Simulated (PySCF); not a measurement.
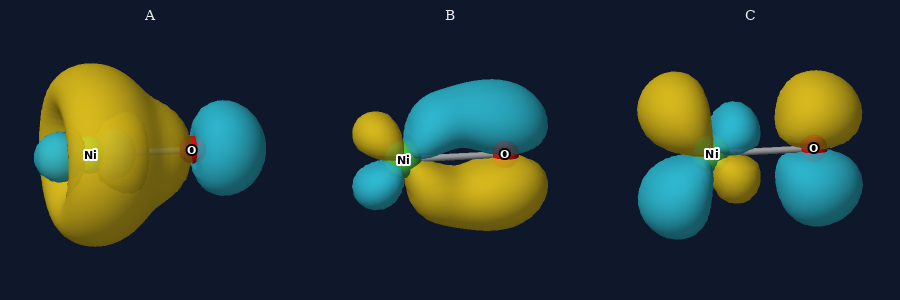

NiO (triplet). Three frontier β-spin orbitals, each drawn at the value that holds 80 % of its norm (yellow and cyan are the two phases), in no order; of a degenerate pair one member is drawn.

All numbers below come from PySCF 2.14.0, PBE0/def2-TZVPP, non-relativistic Hamiltonian with scalar-relativistic core potentials where named, at a bond length of 1.617 Å.

Name the orbitals and rank them from lowest to highest energy.

Answer. Orbital B: π, occupied in this spin, −7.97 eV; bonding, with no node between the atoms.
Orbital A: σ, occupied in this spin, −6.65 eV; shared between the atoms (Ni 70 %, O 30 %).
Orbital C: π, empty in this spin, −2.52 eV; shared between the atoms (Ni 65 %, O 35 %).
